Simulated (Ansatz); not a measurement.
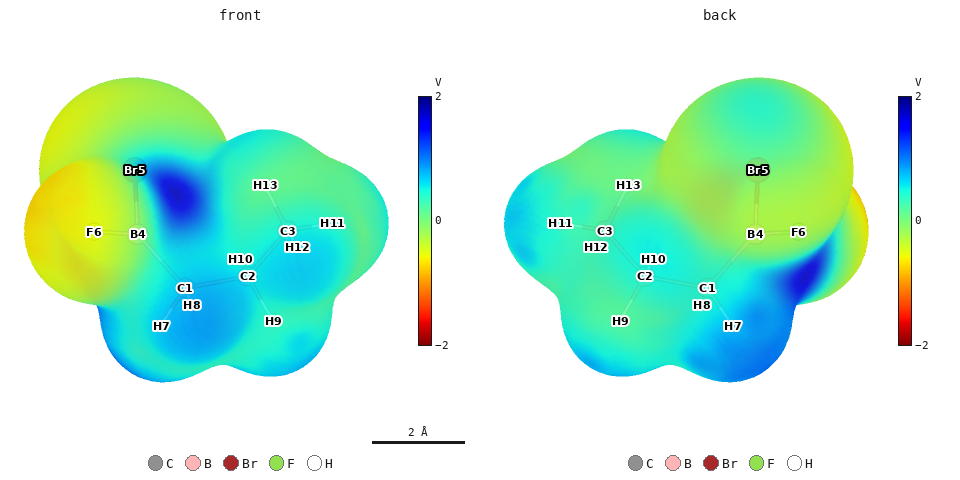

The picture shows: C3H7BBrF (SMILES CCCB(F)Br). The electrostatic potential painted on the density surface at 0.002 e/bohr³, seen from the front and from behind; the colour scale runs from red (negative) to blue (positive).

Geometry: PBE-D3(BJ)/def2-SVP.

Computed with Ansatz, isolated molecule in a Gaussian basis; Kohn-Sham density functional theory, functional PBE0.

```json
{"atom": "C", "x (Å)": "0.6026", "y (Å)": "1.8728", "z (Å)": "1.2135"}
{"atom": "C", "x (Å)": "0.6201", "y (Å)": "0.9574", "z (Å)": "-0.0199"}
{"atom": "C", "x (Å)": "1.5405", "y (Å)": "1.4696", "z (Å)": "-1.1290"}
{"atom": "B", "x (Å)": "-0.0422", "y (Å)": "3.2942", "z (Å)": "1.0729"}
{"atom": "Br", "x (Å)": "-1.4520", "y (Å)": "3.6898", "z (Å)": "-0.1973"}
{"atom": "F", "x (Å)": "0.3171", "y (Å)": "4.2950", "z (Å)": "1.8753"}
{"atom": "H", "x (Å)": "0.0198", "y (Å)": "1.3932", "z (Å)": "2.0381"}
{"atom": "H", "x (Å)": "1.6257", "y (Å)": "1.9990", "z (Å)": "1.6339"}
{"atom": "H", "x (Å)": "0.9360", "y (Å)": "-0.0634", "z (Å)": "0.2838"}
{"atom": "H", "x (Å)": "-0.4144", "y (Å)": "0.8551", "z (Å)": "-0.4121"}
{"atom": "H", "x (Å)": "1.5417", "y (Å)": "0.7901", "z (Å)": "-2.0047"}
{"atom": "H", "x (Å)": "2.5886", "y (Å)": "1.5613", "z (Å)": "-0.7741"}
{"atom": "H", "x (Å)": "1.2200", "y (Å)": "2.4706", "z (Å)": "-1.4864"}
```

> Where is the surface potential most negative and most positive?

The most negative region (about −0.7 V) lies over F6, the most positive (about +1.5 V) over B4. Br5 shows a σ-hole: about +0.5 V at the tip opposite its bond, against about −0.3 V on its flanks.

> How polar is the molecule by this calculation?

Its dipole moment is 1.85 D.
